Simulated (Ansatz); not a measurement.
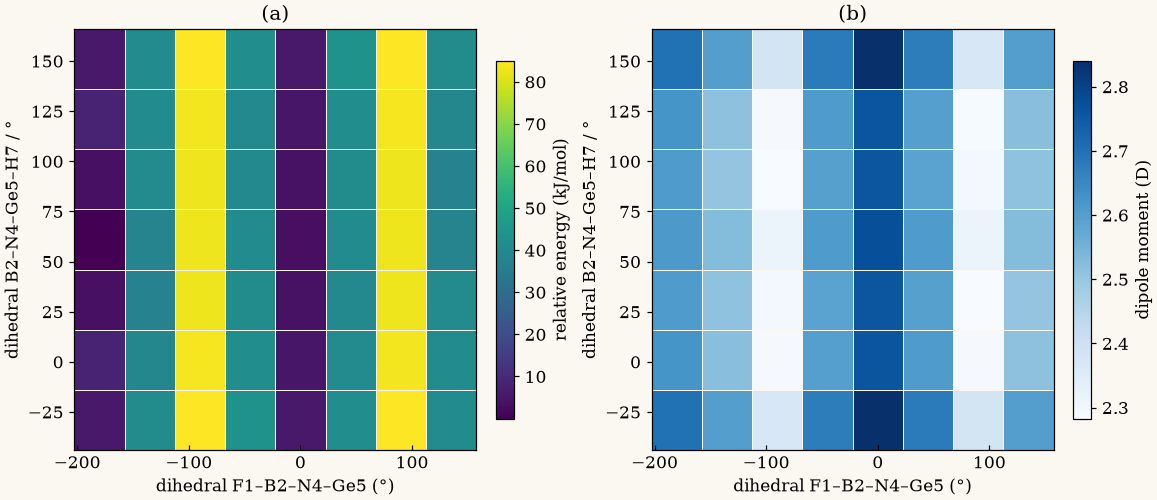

BClFGeH4N, SMILES FB(Cl)[NH][GeH3]. 
- Coordinates scanned: (1) dihedral F1–B2–N4–Ge5; (2) dihedral B2–N4–Ge5–H7.
- Nothing is relaxed (all other coordinates rigid).
- The scan uses an 8 × 7 grid.
- Points are written as (first, second).
- Energies are in kJ/mol, from the relaxed molecule at the same level.
- Method: RKS PBE0-D4/def2-SVP (Ansatz 0.2.0).

Panel (a) is the energy; panel (b) is the computed dipole moment, in D.

In the figure: one coloured cell a grid point.

How does the dipole moment vary over the map, and what is it at the lowest grid point?

Answer. Leaving out the highest fifth of the energies, it runs from 2.30 D at (−90°, 31°) to 2.84 D at (0°, −29°). At the lowest grid point, (−180°, 61°), it is 2.61 D.
